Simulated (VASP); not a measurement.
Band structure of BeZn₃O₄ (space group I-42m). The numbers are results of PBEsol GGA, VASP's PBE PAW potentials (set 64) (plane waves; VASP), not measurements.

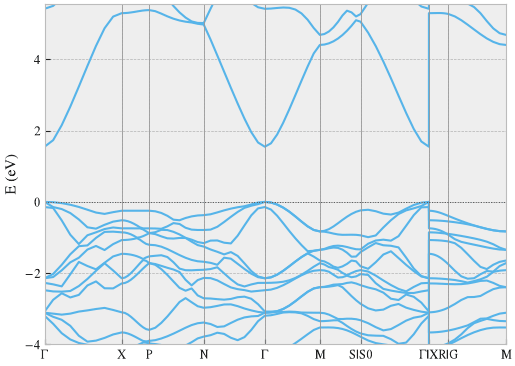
Bands along high-symmetry lines, zero at the valence-band maximum or, without a gap, the Fermi level

Read the plot: is there a gap, and where are the band edges?

The gap is direct, 1.55 eV, from the valence maximum at Γ to the conduction minimum at Γ. (Edges off the drawn lines would not show.)

The structure comes from a computed database's BeZn3O4 entry (I-42m); how it stands against other phases isn't given here. It was relaxed first.
